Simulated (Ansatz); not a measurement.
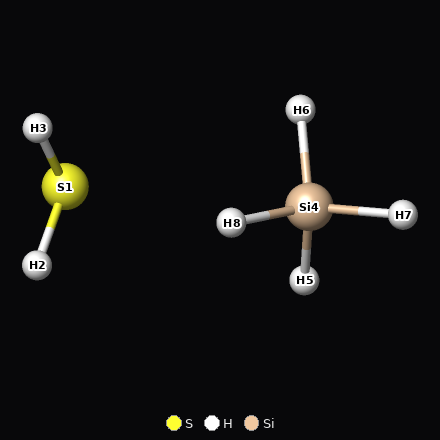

The system is the pair H₂S···H₄Si; the picture shows the reference structure. The turn is about an axis along (−0.11, 0.99, −0.13) in the frame of the relaxed pair, normal to the line between the partners. The first coordinate is: distance Si4···S1; the second: turn of S1, H2, H3 about Si4. The scan uses a 9 × 9 grid. Points are written as (first, second). Energies are in kJ/mol, from the two partners far apart, frozen as in the relaxed pair, each in its own basis (no counterpoise correction). These are results of Ansatz 0.2.0, RKS B3LYP-D4/def2-TZVPD, not measurements.

Its coordinates:

```xyz
8

S     0.0169   -0.5355   -2.3500
H    -0.9966    0.3418   -2.4337
H     0.9411    0.4358   -2.4276
Si    0.0078   -0.0517    1.4352
H    -1.1410   -0.9108    1.0756
H     1.2751   -0.7080    1.0470
H     0.0065    0.1721    2.9012
H    -0.1099    1.2562    0.7522
```

Range: distance Si4···S1 from 3.205 to 5.205 Å; turn of S1, H2, H3 about Si4 from −90.0 to 90.0°.

Q: What will the energy surface look like?

A: The lowest grid point is at (3.712 Å, 0.0°), −5.3 kJ/mol from the two partners far apart, frozen as in the relaxed pair, each in its own basis (no counterpoise correction). The energy also falls towards the edge at (4.542 Å, −90.0°) (3.9 kJ/mol above the lowest) and (4.542 Å, 90.0°) (4.0 kJ/mol above the lowest), where a further well may lie outside the range. The highest grid point, (3.205 Å, 67.5°), lies 90.3 kJ/mol above the lowest. Round the minimum the two coordinates are nearly uncoupled.

```
turn of S1, H2, H3 about Si4 ↓, distance Si4···S1 →  3.205  3.314  3.493  3.712  3.963  4.241  4.542  4.864  5.205
                                               90.0   61.2   43.8   24.2   10.5    2.9   −0.5   −1.3   −1.2   −0.7
                                               67.5   85.0   61.8   35.5   16.7    6.0    1.0   −0.7   −0.9   −0.6
                                               45.0   59.5   42.5   23.5   10.1    2.8   −0.4   −1.2   −1.1   −0.7
                                               22.5   19.4   12.0    4.1   −0.8   −2.9   −3.1   −2.4   −1.6   −1.0
                                                0.0    4.0    0.1   −3.6   −5.3   −5.3   −4.3   −3.1   −2.0   −1.2
                                              −22.5   19.2   11.8    3.9   −0.9   −2.9   −3.1   −2.5   −1.7   −1.0
                                              −45.0   56.6   40.3   22.1    9.4    2.4   −0.6   −1.3   −1.1   −0.7
                                              −67.5   78.4   56.8   32.3   15.0    5.1    0.6   −0.8   −0.9   −0.6
                                              −90.0   55.0   39.1   21.3    8.9    2.0   −0.8   −1.5   −1.2   −0.7
```

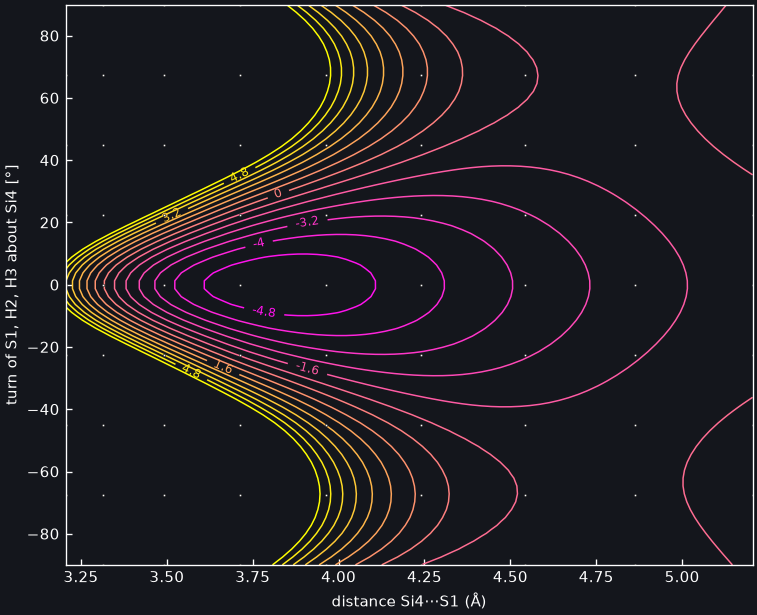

In the figure: contour lines labelled in kJ/mol (none above 5.6), dots at the grid points. Between grid points the surface is interpolated.

The whole map (81 points run) took 8.2 min on 1 thread of Arm Neoverse V2, with other jobs on the host.
